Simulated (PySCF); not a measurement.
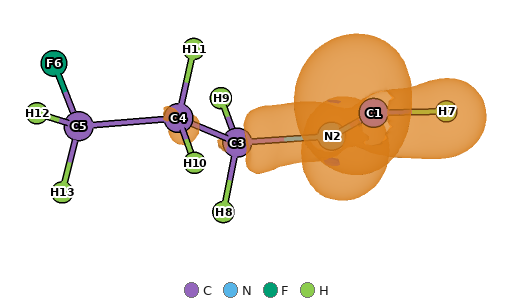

The picture shows: C$_{4}$H$_{7}$FN (SMILES [H]/[C]=N/CCCF) (doublet). Isosurfaces of the spin density at +0.03 (orange) and −0.03 e/Å³ (purple), seen from one side.

Geometry: GFN2-xTB.

These are results of PySCF, UKS B3LYP, pcH-1 on C F H N, non-relativistic, mean-field spin-orbit, GIAO, not measurements.

```xyz
13

C     2.5645    0.0957   -0.4268
N     1.7115   -0.7375   -0.7324
C     0.3106   -0.7425   -0.4909
C    -0.2135    0.4702    0.2907
C    -1.7164    0.3913    0.4994
F    -2.3752    0.4822   -0.7041
H     3.6026   -0.0454   -0.6858
H     0.0818   -1.6669    0.0519
H    -0.1877   -0.7972   -1.4647
H     0.2788    0.5165    1.2629
H     0.0311    1.3787   -0.2624
H    -2.0787    1.2199    1.1165
H    -2.0136   -0.5644    0.9442
```

Q: Which atoms carry the spin?

A: The unpaired spin (1 electron) lies mostly on C1 (about 0.6), N2 (about 0.3) and H7 (about 0.1), in electrons by Hirshfeld's partition.
